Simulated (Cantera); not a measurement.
A closed system holds: 1 mol toluene, 31 mol H2, 0.53 mol N2, 1.9 mol H2O, equilibrated at 0.170 bar.

Method: chemical equilibrium by Gibbs-energy minimisation in Cantera with the NASA 1993 tables (ideal gas, pure condensed phases). Candidate condensed phases: C, C6H6, C7H8, C8H18, H2O; 136 gas species. Kinetics and transport are ignored.

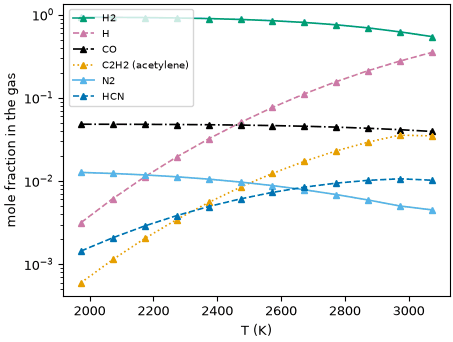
Figure: Equilibrium gas composition (values under 1e-9 drawn at 1e-9)

From 1973 K to 2973 K the condensed part is C(graphite). At 3073 K nothing is condensed. The main C-bearing gas is CO at 1973 K and C2H2 (acetylene) at 3073 K. The share of C in condensed phases is highest at 1973 K (71.3 %) and lowest at 3073 K (0.0 %).
